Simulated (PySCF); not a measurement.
Molecule: C4H12SeSi, SMILES [SiH2](CC(C)C)[SeH]. Atoms near the plane z = 0.0 Å, at the GFN2-xTB optimised geometry (x, y, z in Å): C2 (0.6, -0.6, 0.0), C3 (2.2, -0.6, 0.0), C4 (0.1, 0.9, 0.0), Si5 (-1.8, 1.0, -0.2), H10 (0.3, -1.0, -0.9), H11 (2.5, -1.6, 0.0), H12 (2.5, -0.1, 0.9), H13 (2.5, 0.0, -0.9), H14 (0.4, 1.4, 0.9), H15 (0.6, 1.4, -0.8), H16 (-2.5, 0.8, 1.0), H17 (-2.2, 2.3, -0.8).

Method: PBE0/def2-SVP in PySCF 2.14.0. Cells within 0.4 Å of a nucleus heavier than hydrogen are left out (blank, or x). The values are rescaled to run from 0 to 1.

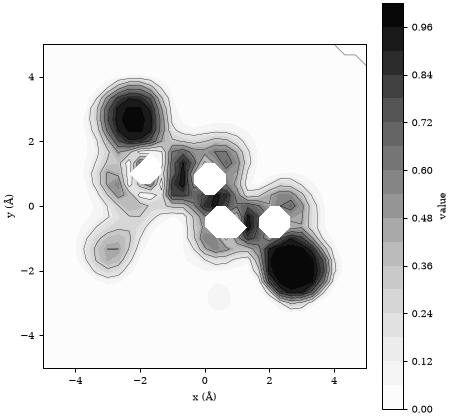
Figure: a field on the plane z = 0.0 Å.

Q: Which quantity is mapped?
A) electrostatic potential
B) log10 of the electron density
C) deformation density (molecule minus spherical neutral atoms)
D) electron localisation function

A: D, electron localisation function
